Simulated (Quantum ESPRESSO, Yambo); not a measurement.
# CdSe (F-43m): G0W0 in Yambo against the bands, part 2 of 2

Wanted: the cheapest bands that holds the gap of CdSe (F-43m).

Yambo 5.3.0; PBE and many-body steps on it, plane waves. Known limits of the many-body steps: not at the basis limit; no spin-orbit coupling; coarse k mesh.

So far. Step 4 (111 bands): Against the run before, the gap moves by +0.033 eV.

## (5) 187 bands

Level of this step: G0W0 on PBE, plane waves, norm-conserving pseudopotentials (Yambo).

Contents of gw4.in:

```
HF_and_locXC
gw0
dyson
ppa
em1d
rim_cut
RandQpts= 1000000
RandGvec= 1 RL
EXXRLvcs= 104 Ry
VXCRLvcs= 416 Ry
Chimod= "HARTREE"
% BndsRnXp
 1 | 187 |
%
NGsBlkXp= 14.5 Ry
% LongDrXp
 1 | 1 | 1 |
%
% GbndRnge
 1 | 187 |
%
DysSolver= "n"
ExtendOut
PPAPntXp= 27.21138 eV
% QPkrange
 1 | 1 | 21 | 24 |
%
```

Launch:

```bash
> OMP_NUM_THREADS=1 mpirun -n 8 yambo -F gw4.in -J gw4 -C gw4 > gw4.log
```

Output:

```text
 Yambo, version 5.3.0

 [02] CORE Variables Setup
 =========================

  [... cell, symmetries and grids as in the set-up ...]

  [02.05] Energies & Occupations
  ==============================

  [X] === General ===
  [X] Electronic Temperature                        :  0.000000  0.000000 [eV K]
  [X] Bosonic    Temperature                        :  0.000000  0.000000 [eV K]
  [X] Finite Temperature mode                       : no
  [X] El. density                                   :  0.79478E+24 [cm-3]
[...]
Sx RL components                                 :   6855

   QP @ state[ 1 ] K range                          :  1  1
   QP @ state[ 1 ] b range                          :  21  24
   GF energies kind                                 : Perdew, Burke & Ernzerhof(X)+Perdew, Burke & Ernzerhof(C)
   GF WF`s kind                                     : Perdew, Burke & Ernzerhof(X)+Perdew, Burke & Ernzerhof(C)
   Xs energies kind                                 : Perdew, Burke & Ernzerhof(X)+Perdew, Burke & Ernzerhof(C)
   Xs WF`s kind                                     : Perdew, Burke & Ernzerhof(X)+Perdew, Burke & Ernzerhof(C)

 [11] Game Over & Game summary
```

The job ended after 2.9 min (8 MPI ranks of Intel Xeon at 2.60GHz (Ice Lake), shared host; peak memory 4.8 GiB).

This step gave:

| Property | Result |
| --- | --- |
| G0W0 gap on the points computed | 1.309 eV |
| starting gap on the mesh | 0.6428 eV |
| k of the valence top | 0, 0, 0 |
| k of the conduction bottom | 0, 0, 0 |
| least direct G0W0 gap on the computed points | 1.309 eV |

Against the run before, the gap moves by +0.047 eV.

## (6) 276 bands

Contents of gw5.in:

```
HF_and_locXC
gw0
dyson
ppa
em1d
rim_cut
RandQpts= 1000000
RandGvec= 1 RL
EXXRLvcs= 104 Ry
VXCRLvcs= 416 Ry
Chimod= "HARTREE"
% BndsRnXp
 1 | 276 |
%
NGsBlkXp= 14.5 Ry
% LongDrXp
 1 | 1 | 1 |
%
% GbndRnge
 1 | 276 |
%
DysSolver= "n"
ExtendOut
PPAPntXp= 27.21138 eV
% QPkrange
 1 | 1 | 21 | 24 |
%
```

Launch:

```bash
> OMP_NUM_THREADS=1 mpirun -n 8 yambo -F gw5.in -J gw5 -C gw5 > gw5.log
```

Output:

```text
 Yambo, version 5.3.0

 [02] CORE Variables Setup
 =========================

  [... cell, symmetries and grids as in the set-up ...]

  [02.05] Energies & Occupations
  ==============================

  [X] === General ===
  [X] Electronic Temperature                        :  0.000000  0.000000 [eV K]
  [X] Bosonic    Temperature                        :  0.000000  0.000000 [eV K]
  [X] Finite Temperature mode                       : no
  [X] El. density                                   :  0.79478E+24 [cm-3]
[...]
Sx RL components                                 :   6855

   QP @ state[ 1 ] K range                          :  1  1
   QP @ state[ 1 ] b range                          :  21  24
   GF energies kind                                 : Perdew, Burke & Ernzerhof(X)+Perdew, Burke & Ernzerhof(C)
   GF WF`s kind                                     : Perdew, Burke & Ernzerhof(X)+Perdew, Burke & Ernzerhof(C)
   Xs energies kind                                 : Perdew, Burke & Ernzerhof(X)+Perdew, Burke & Ernzerhof(C)
   Xs WF`s kind                                     : Perdew, Burke & Ernzerhof(X)+Perdew, Burke & Ernzerhof(C)

 [11] Game Over & Game summary
```

Run time: 4.2 min. Hardware: 8 MPI ranks; peak memory 5.1 GiB.

Numbers from this step:

| Quantity | Value |
| --- | --- |
| G0W0 gap on the points computed | 1.330 eV |
| starting gap on the mesh | 0.6428 eV |
| k of the valence top | 0, 0, 0 |
| k of the conduction bottom | 0, 0, 0 |
| least direct G0W0 gap on the computed points | 1.330 eV |

Against the run before, the gap moves by +0.021 eV.

## (7) 377 bands

Contents of gw6.in:

```
HF_and_locXC
gw0
dyson
ppa
em1d
rim_cut
RandQpts= 1000000
RandGvec= 1 RL
EXXRLvcs= 104 Ry
VXCRLvcs= 416 Ry
Chimod= "HARTREE"
% BndsRnXp
 1 | 377 |
%
NGsBlkXp= 14.5 Ry
% LongDrXp
 1 | 1 | 1 |
%
% GbndRnge
 1 | 377 |
%
DysSolver= "n"
ExtendOut
PPAPntXp= 27.21138 eV
% QPkrange
 1 | 1 | 21 | 24 |
%
```

Launch:

```bash
> OMP_NUM_THREADS=1 mpirun -n 8 yambo -F gw6.in -J gw6 -C gw6 > gw6.log
```

Output:

```text
 Yambo, version 5.3.0

 [02] CORE Variables Setup
 =========================

  [... cell, symmetries and grids as in the set-up ...]

  [02.05] Energies & Occupations
  ==============================

  [X] === General ===
  [X] Electronic Temperature                        :  0.000000  0.000000 [eV K]
  [X] Bosonic    Temperature                        :  0.000000  0.000000 [eV K]
  [X] Finite Temperature mode                       : no
  [X] El. density                                   :  0.79478E+24 [cm-3]
[...]
Sx RL components                                 :   6855

   QP @ state[ 1 ] K range                          :  1  1
   QP @ state[ 1 ] b range                          :  21  24
   GF energies kind                                 : Perdew, Burke & Ernzerhof(X)+Perdew, Burke & Ernzerhof(C)
   GF WF`s kind                                     : Perdew, Burke & Ernzerhof(X)+Perdew, Burke & Ernzerhof(C)
   Xs energies kind                                 : Perdew, Burke & Ernzerhof(X)+Perdew, Burke & Ernzerhof(C)
   Xs WF`s kind                                     : Perdew, Burke & Ernzerhof(X)+Perdew, Burke & Ernzerhof(C)

 [11] Game Over & Game summary
```

Elapsed: 5.7 min, on 8 MPI ranks; peak memory 6.2 GiB; 46 min of CPU time.

Numbers from this step:

```yaml
g0w0_gap_on_the_points_computed: 1.339 eV
starting_gap_on_the_mesh: 0.6428 eV
k_of_the_valence_top: 0, 0, 0
k_of_the_conduction_bottom: 0, 0, 0
least_direct_g0w0_gap_on_the_computed_points: 1.339 eV
```

Against the run before, the gap moves by +0.009 eV.

## (8) Side by side

Times are wall times on 8 MPI ranks of Intel Xeon at 2.60GHz (Ice Lake), shared host, good to a factor of about two.

| run | mesh | bands | screening cutoff (eV) | DFT gap (eV) | gap on the mesh (eV) | direct (eV) | time |
| --- | --- | --- | --- | --- | --- | --- | --- |
| 42 bands | 4×4×4 | 42 | 197.3 | 0.643 | 1.270 | 1.270 | 36 s |
| 66 bands | 4×4×4 | 66 | 197.3 | 0.643 | 1.229 | 1.229 | 59 s |
| 111 bands | 4×4×4 | 111 | 197.3 | 0.643 | 1.261 | 1.261 | 1.7 min |
| 187 bands | 4×4×4 | 187 | 197.3 | 0.643 | 1.309 | 1.309 | 2.9 min |
| 276 bands | 4×4×4 | 276 | 197.3 | 0.643 | 1.330 | 1.330 | 4.2 min |
| 377 bands | 4×4×4 | 377 | 197.3 | 0.643 | 1.339 | 1.339 | 5.7 min |

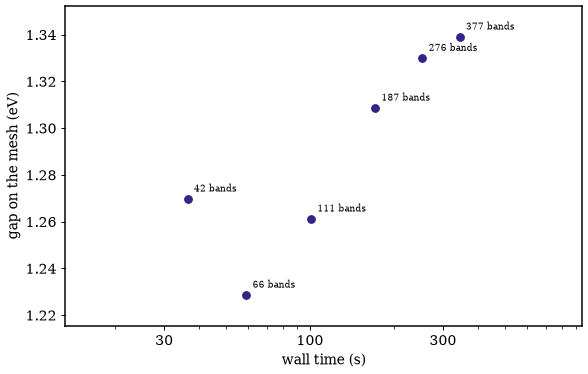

Result against wall time.

## (9) What came out

| Quantity | Value |
| --- | --- |
| 42 bands | 1.270 eV |
| 66 bands | 1.229 eV |
| 111 bands | 1.261 eV |
| 187 bands | 1.309 eV |
| 276 bands | 1.330 eV |
| 377 bands | 1.339 eV |
| known limits | not at the basis limit; no spin-orbit coupling; coarse k mesh |

The setting moved: bands. From 42 bands to 377 bands the gap moves by +0.07 eV, for 9.5 times the time, not steadily: it passes through 1.23 eV. It holds to 0.03 eV from 276 bands on. Bands and screening cutoff are coupled, so a series along one setting does not show full convergence. Bands and cutoff are finite, so the gap is not at the basis limit. The miss can reach some tenths of an eV and take either sign; the mesh is an error of its own. In the G0W0 runs levels were corrected at 1 k point alone, so a gap called «on the mesh» is the least over those, and an edge elsewhere would be missed. The 4×4×4 mesh is coarse for this cell, which bears on the long-range parts of exchange and screening. The many-body steps are scalar-relativistic: spin-orbit coupling is not in them.

[Paths, hosts, dates, memory and timing lines, banners, echoed tables and standing remarks are left out of the program output.]

[Logs are printed without paths, hosts, clocks, repeated set-up lines and the standing remarks that a program may print on its own settings, such as how far it seeks lower states.]

[Runs of the session that timed out or met a known fault of the program may be left out.]

[Hosts, paths, dates, database ids (printed as entryN), source tags and the programs' standing remarks are cut or masked in the printed files.]
